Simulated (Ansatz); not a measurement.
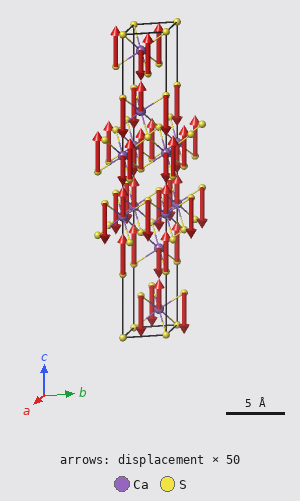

A relaxation of a crystal of Ca$_{2}$S$_{3}$ (built on the tetradymite_166 type) (coarse preliminary run). The starting structure is drawn; red arrows show the displacements (the part carried along by the change of the cell is left out), magnified 50 times.

A ball-and-stick model of the conventional cell (3 times the calculation's cell), seen slightly off an axis. Lengths and directions refer to the drawn axes.

Case: tetradymite type (R-3m, No. 166).

These are results of DFT PBE, scalar-relativistic, plane waves, PAW in Ansatz 0.2.0, not measurements.

The input:
```yaml
crystal:
  lattice:
    - [1.961910881, 1.1327097753, 9.0944521238]
    - [-1.961910881, 1.1327097753, 9.0944521238]
    - [0.0, -2.2654195505, 9.0944521238]
  atoms:
    - { symbol: Ca, position: [0.4, 0.4, 0.4] }
    - { symbol: Ca, position: [0.6, 0.6, 0.6] }
    - { symbol: S, position: [0.0, 0.0, 0.0] }
    - { symbol: S, position: [0.2095, 0.2095, 0.2095] }
    - { symbol: S, position: [0.7905, 0.7905, 0.7905] }
basis:
  ecutwfc: 420
kpoints:
  mp_grid: { grid: [6, 6, 6] }
hamiltonian:
  xc: pbe
scf:
  occupations: { method: gaussian, width: 0.1 }
  lower_state_search: "off"
output:
  forces: true
  stress: true
  eigenvalues: true
relax:
  adjacent_minimum: "off"
  f_tol: 0.04
  max_steps: 70
  cell: { stress_tol: 0.4 }
```

Launched with:
```bash
ansatz run input.yaml --threads 1 --pin off --max-ram 2560MiB --backend cpu --events-out ev --progress --plain --runs-dir out
```

> Which element moves most?

Sulfur: up to 0.074 Å, against 0.055 Å for calcium.

> What did the optimiser do to the structure, and how much energy did it gain?

The largest moves relative to the cell, 0.074 Å, are those of S4 and S5. S4 goes along +c. Largest moves by element: S 0.074 Å, Ca 0.055 Å. Cell: a = b 3.924 → 4.304 Å (+9.7 %), c 27.283 → 22.879 Å (−16.1 %). Volume +0.9 %. Near-neighbour distances that change, for instance: Ca1–S3 2.905 → 2.945 Å. Among the angles between lasting bonds that change: Ca2–S4–Ca2 91.0° → 103.0°, S4–Ca2–S4 91.0° → 103.0°, S3–Ca2–S4 91.9° → 81.3°. The space group stays R-3m (No. 166). Over 5 accepted moves (7 points after the start) the energy falls by 0.333 eV per cell of the calculation. Largest force component: 0.57 eV/Å at the start, 0.008 eV/Å at the end. Pressure: 0.61 GPa at the start and −0.16 GPa at the end. The line search rejected the trial step at point 5 of the run. At 1 point the geometry stayed and the basis and grid were re-selected for the new cell (energy shift of 1.3 meV per cell of the calculation at most each time). Cost: 22 s on 1 thread of Intel(R) Xeon(R) 6975P-C (Granite Rapids), with other jobs on the host, peak memory 0.46 GiB.

Limits of the set-up: layers or molecules are held without a dispersion correction, so their spacing is unreliable.
